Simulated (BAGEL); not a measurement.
**CH5BOSi (SMILES B[SiH2]C=O): a chain of runs**

We compute a single-point energy (HF/6-31G*), then the energy (NEVPT2(2,2)/6-31G*), then the energy (CASPT2(2,2)/6-31G*) of CH5BOSi. 

The calculation is run with BAGEL 1.2.2.

## Step 1: The system as given

CH5BOSi has 9 atoms, charge 0, and is taken as a singlet. As SMILES, `B[SiH2]C=O`. One bond was lengthened or shortened from a relaxed shape.

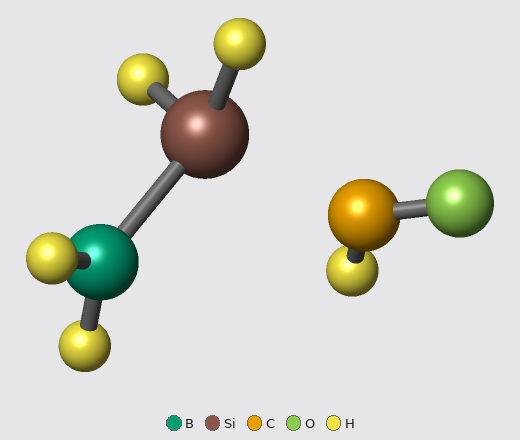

The structure, seen from a chosen angle (boron teal, silicon brown, carbon amber, oxygen green, hydrogen yellow).

## Step 2: The energy at HF/6-31G(d) (density fitting with svp-jkfit, spherical functions) (run 1)

File hf.json:

```json
{ "bagel" : [

{
  "title" : "molecule",
  "basis" : "6-31gs.json",
  "df_basis" : "svp-jkfit",
  "angstrom" : true,
  "geometry" : [
    { "atom" : "B", "xyz" : [   -0.908066,    0.902160,   -1.355278 ] },
    { "atom" : "Si", "xyz" : [    0.652834,   -0.153840,   -0.668678 ] },
    { "atom" : "C", "xyz" : [    0.330600,   -0.553700,    1.494500 ] },
    { "atom" : "O", "xyz" : [    1.022800,   -0.098400,    2.365800 ] },
    { "atom" : "H", "xyz" : [   -2.015566,    0.570360,   -1.049178 ] },
    { "atom" : "H", "xyz" : [   -0.786766,    1.851560,   -2.069078 ] },
    { "atom" : "H", "xyz" : [    2.000134,    0.439760,   -0.852878 ] },
    { "atom" : "H", "xyz" : [    0.584034,   -1.488740,   -1.338078 ] },
    { "atom" : "H", "xyz" : [   -0.539200,   -1.202400,    1.762900 ] }
  ]
},
{ "title" : "hf", "charge" : 0 },
{ "title" : "print", "file" : "orbitals.molden", "orbitals" : true }

]}
```

The basis set 6-31G* is read from a file made from the Basis Set Exchange's data (not shown).

The run is started by

```bash
BAGEL_NUM_THREADS=1 BAGEL hf.json > hf.out
```

Standard output:

```text
* using 1 threads per process

  ===============================================================
  ===============================================================

  *** Geometry ***

  { "atom" : "B", "xyz" : [     -1.715996,      1.704835,     -2.561104 ] },
  { "atom" : "Si", "xyz" : [      1.233677,     -0.290715,     -1.263618 ] },
  { "atom" : "C", "xyz" : [      0.624743,     -1.046341,      2.824196 ] },
  { "atom" : "O", "xyz" : [      1.932812,     -0.185949,      4.470714 ] },
  { "atom" : "H", "xyz" : [     -3.808868,      1.077824,     -1.982659 ] },
  { "atom" : "H", "xyz" : [     -1.486772,      3.498941,     -3.909991 ] },
  { "atom" : "H", "xyz" : [      3.779705,      0.831026,     -1.611706 ] },
  { "atom" : "H", "xyz" : [      1.103664,     -2.813311,     -2.528601 ] },
  { "atom" : "H", "xyz" : [     -1.018940,     -2.272207,      3.331398 ] },

  Number of auxiliary basis functions:      445

  Since a DF basis is specified, we compute 2- and 3-index integrals:
    o Being stored without compression. Storage requirement is 0.017 GB

  Number of basis functions:       70
  Number of electrons      :       38

    * METHOD: MOLECULE                             0.20

  *** RHF ***

  === Nuclear Repulsion ===
   127.5228680338

      * DIIS with orbital gradients will be used.

  === RHF iteration (6-31gs.json) ===
      0       -428.95215778          0.02221625           0.05
      1       -429.03603457          0.01899673           0.05
      2       -429.15177228          0.00219502           0.04
      3       -429.15513909          0.00063184           0.04
      4       -429.15542386          0.00025934           0.05
      5       -429.15552219          0.00009065           0.05
      6       -429.15553152          0.00002147           0.04
      7       -429.15553194          0.00000596           0.05
      8       -429.15553197          0.00000170           0.05
      9       -429.15553197          0.00000055           0.04
     10       -429.15553197          0.00000031           0.04
     11       -429.15553197          0.00000009           0.04
     12       -429.15553197          0.00000005           0.05
     13       -429.15553197          0.00000002           0.05
     14       -429.15553197          0.00000001           0.05
    * SCF iteration converged.

    * Permanent dipole moment:
           (    0.645233,     0.169228,     1.026100) a.u.

    * METHOD: HF                                   0.83

    * METHOD: PRINT                                0.01

  ===============================================================
```

Run time: 1.2 s. Hardware: 1 thread of Arm Neoverse V1, shared host; peak memory 0.15 GiB.

## Step 3: A single-point energy at NEVPT2(2,2)/6-31G(d) (density fitting with svp-jkfit, spherical functions) (run 2)

File input.json:

```json
{ "bagel": [

{
  "title": "molecule",
  "basis": "6-31gs.json",
  "df_basis": "svp-jkfit",
  "angstrom": true,
  "geometry": [
    { "atom": "B", "xyz": [   -0.908066,    0.902160,   -1.355278 ] },
    { "atom": "Si", "xyz": [    0.652834,   -0.153840,   -0.668678 ] },
    { "atom": "C", "xyz": [    0.330600,   -0.553700,    1.494500 ] },
    { "atom": "O", "xyz": [    1.022800,   -0.098400,    2.365800 ] },
    { "atom": "H", "xyz": [   -2.015566,    0.570360,   -1.049178 ] },
    { "atom": "H", "xyz": [   -0.786766,    1.851560,   -2.069078 ] },
    { "atom": "H", "xyz": [    2.000134,    0.439760,   -0.852878 ] },
    { "atom": "H", "xyz": [    0.584034,   -1.488740,   -1.338078 ] },
    { "atom": "H", "xyz": [   -0.539200,   -1.202400,    1.762900 ] }
  ]
},
{
  "title": "hf"
},
{
  "title": "casscf",
  "nstate": 1,
  "nact": 2,
  "nclosed": 18,
  "active": [14, 22],
  "maxiter": 200,
  "natocc": true
},
{
  "title": "nevpt2",
  "nstate": 1,
  "nact": 2,
  "nclosed": 18,
  "active": [14, 22],
  "maxiter": 200,
  "natocc": true,
  "ncore": 8
},
{
  "title": "print",
  "file": "orbitals.molden",
  "orbitals": true
}

]}
```

The basis set 6-31G* is read from a file made from the Basis Set Exchange's data (not shown).

The run is started by

```bash
BAGEL_NUM_THREADS=1 BAGEL input.json > input.out
```

Standard output:

```text
* using 1 threads per process

  ===============================================================
  ===============================================================

  *** Geometry ***

  { "atom" : "B", "xyz" : [     -1.715996,      1.704835,     -2.561104 ] },
  { "atom" : "Si", "xyz" : [      1.233677,     -0.290715,     -1.263618 ] },
  { "atom" : "C", "xyz" : [      0.624743,     -1.046341,      2.824196 ] },
[... 5 lines of this table left out ...]
  { "atom" : "H", "xyz" : [     -1.018940,     -2.272207,      3.331398 ] },

  Number of auxiliary basis functions:      445

  Since a DF basis is specified, we compute 2- and 3-index integrals:
    o Being stored without compression. Storage requirement is 0.017 GB

  Number of basis functions:       70
  Number of electrons      :       38

    * METHOD: MOLECULE                             0.20

  *** RHF ***

  === Nuclear Repulsion ===
   127.5228680338

      * DIIS with orbital gradients will be used.

  === RHF iteration (6-31gs.json) ===
      0       -428.95215778          0.02221625           0.05
      1       -429.03603457          0.01899673           0.04
      2       -429.15177228          0.00219502           0.04
[... 11 lines of this table left out ...]
     14       -429.15553197          0.00000001           0.05
    * SCF iteration converged.

    * Permanent dipole moment:
           (    0.645233,     0.169228,     1.026100) a.u.

    * METHOD: HF                                   0.82

  ---------------------------
      CASSCF calculation
  ---------------------------

    ==== Active orbitals : =====
         Orbital 14
         Orbital 22
    ============================

    * nstate   :      1
    * nclosed  :     18
    * nact     :      2
    * nvirt    :     50
  === CASSCF iteration (6-31gs.json) ===

    * Using the second-order algorithm

      0  0      -429.15567791     5.23e-05      0.02

      1  0      -429.15759954     4.32e-04      0.20
[... 25 lines of this table left out ...]
     14  0      -429.17500714     3.62e-09      0.20

    * Second-order optimization converged. *

     guess   0:   closed 1.                   open ..

  === FCI iteration ===

      0  0      -429.15512606     7.08e-02      0.00
      1  0      -429.17500705     1.21e-04      0.00
      2  0 *    -429.17500714     1.12e-15      0.00

     * ci vector, state   0, <S^2> = 0.0000
       2.     0.9902994283
       .2    -0.1389497834

    * METHOD: CASSCF                               3.53

    * freezing 8 orbitals

  === DF-NEVPT2 calculation ===

    * 3-index integral transformation done
    * assembly done

      NEVPT2 correlation energy:   -0.4238938963      0.11

          (+0)     -0.3540223907
          (+0)'    -0.0185400837
          (+1)     -0.0143347547
          (+1)'    -0.0000000000
          (+2)     -0.0004359644
          (-1)     -0.0311548254
          (-1)'     0.0000000000
          (-2)     -0.0054058774

      NEVPT2 total energy:       -429.5989010372

    * METHOD: NEVPT2                               0.20

    * METHOD: PRINT                                0.01

  ===============================================================
```

Run time: 5.1 s. Hardware: 1 thread of Arm Neoverse V1, shared host; peak memory 0.15 GiB.

## Step 4: A single-point energy at CASPT2(2,2)/6-31G(d) (density fitting with svp-jkfit, spherical functions) (run 3)

File input.json:

```json
{ "bagel": [

{
  "title": "molecule",
  "basis": "6-31gs.json",
  "df_basis": "svp-jkfit",
  "angstrom": true,
  "geometry": [
    { "atom": "B", "xyz": [      -0.908066,       0.902160,      -1.355278 ] },
    { "atom": "Si", "xyz": [       0.652834,      -0.153840,      -0.668678 ] },
    { "atom": "C", "xyz": [       0.330600,      -0.553700,       1.494500 ] },
    { "atom": "O", "xyz": [       1.022800,      -0.098400,       2.365800 ] },
    { "atom": "H", "xyz": [      -2.015566,       0.570360,      -1.049178 ] },
    { "atom": "H", "xyz": [      -0.786766,       1.851560,      -2.069078 ] },
    { "atom": "H", "xyz": [       2.000134,       0.439760,      -0.852878 ] },
    { "atom": "H", "xyz": [       0.584034,      -1.488740,      -1.338078 ] },
    { "atom": "H", "xyz": [      -0.539200,      -1.202400,       1.762900 ] }
  ]
},

{ "title": "hf", "charge": 0 },

{ "title": "casscf", "nstate": 1, "nact": 2, "nclosed": 18, "charge": 0, "active": [14, 22], "maxiter": 200, "natocc": true },

{ "title": "print", "file": "orbitals.molden", "orbitals": true },

{ "title": "smith", "method": "caspt2", "ms": true, "xms": true, "sssr": true, "shift": 0.2, "shift_imag": true, "ncore": 8 }

]}
```

The basis set 6-31G* is read from a file made from the Basis Set Exchange's data (not shown).

The run is started by

```bash
BAGEL_NUM_THREADS=1 BAGEL input.json > input.out
```

Standard output:

```text
* using 1 threads per process

  ===============================================================
  ===============================================================

  *** Geometry ***

  { "atom" : "B", "xyz" : [     -1.715996,      1.704835,     -2.561104 ] },
  { "atom" : "Si", "xyz" : [      1.233677,     -0.290715,     -1.263618 ] },
  { "atom" : "C", "xyz" : [      0.624743,     -1.046341,      2.824196 ] },
[... 5 lines of this table left out ...]
  { "atom" : "H", "xyz" : [     -1.018940,     -2.272207,      3.331398 ] },

  Number of auxiliary basis functions:      445

  Since a DF basis is specified, we compute 2- and 3-index integrals:
    o Being stored without compression. Storage requirement is 0.017 GB

  Number of basis functions:       70
  Number of electrons      :       38

    * METHOD: MOLECULE                             0.20

  *** RHF ***

  === Nuclear Repulsion ===
   127.5228680338

      * DIIS with orbital gradients will be used.

[... 6 lines left out ...]
    * SCF iteration converged.
[... 1 line left out ...]
    * Permanent dipole moment:
[... 27 lines left out ...]
    * Second-order optimization converged. *
[... 9 lines left out ...]
     * ci vector, state   0, <S^2> = 0.0000
[... 16 lines left out ...]
    * Zeroth order energy : state  0       -0.9355377082
[... 4 lines left out ...]
       #      aibj      arbs      arbi      airj      risj      airs      arst      rist         Etot      error   time
[... 2 lines left out ...]
       0  -0.35357  -0.00653  -0.03184  -0.01528  -0.00063  -0.01595  -0.00000  -0.00000   -0.4237999  0.0020717   0.04
       1  -0.35391  -0.00665  -0.03211  -0.01568  -0.00069  -0.01640  -0.00000  -0.00000   -0.4254506  0.0004055   0.04
       2  -0.35395  -0.00666  -0.03211  -0.01570  -0.00069  -0.01642  -0.00000  -0.00000   -0.4255291  0.0001063   0.04
       3  -0.35395  -0.00666  -0.03211  -0.01570  -0.00070  -0.01642  -0.00000  -0.00000   -0.4255333  0.0000300   0.04
       4  -0.35395  -0.00666  -0.03211  -0.01570  -0.00070  -0.01642  -0.00000  -0.00000   -0.4255337  0.0000080   0.04
       5  -0.35395  -0.00666  -0.03211  -0.01570  -0.00070  -0.01642  -0.00000  -0.00000   -0.4255337  0.0000017   0.04
       6  -0.35395  -0.00666  -0.03211  -0.01570  -0.00070  -0.01642  -0.00000   0.00000   -0.4255337  0.0000004   0.04

      ------------------------------------------------------------------------------------------------------------------

    * CASPT2 energy : state  0     -429.6032013813
        w/o shift correction       -429.6005408539
        reference weight              0.8659844820

    * METHOD: SMITH                                0.42

  ===============================================================
```

It took 5.4 s on 1 thread of Arm Neoverse V1, shared host; peak memory 0.15 GiB.

## Step 5: Outcome

| quantity | value |
| --- | --- |
| run 1, HF/6-31G*: total energy | -429.15553 Eh |
| run 1, HF/6-31G*: dipole moment | 3.11 D |
| run 1, HF/6-31G*: HOMO energy | -9.74 eV |
| run 1, HF/6-31G*: LUMO energy | 1.10 eV |
| run 1, HF/6-31G*: HOMO–LUMO gap | 10.83 eV |
| run 2, NEVPT2(2,2)/6-31G*: total energy | -429.59890 Eh |
| run 3, CASPT2(2,2)/6-31G*: total energy | -429.60320 Eh |
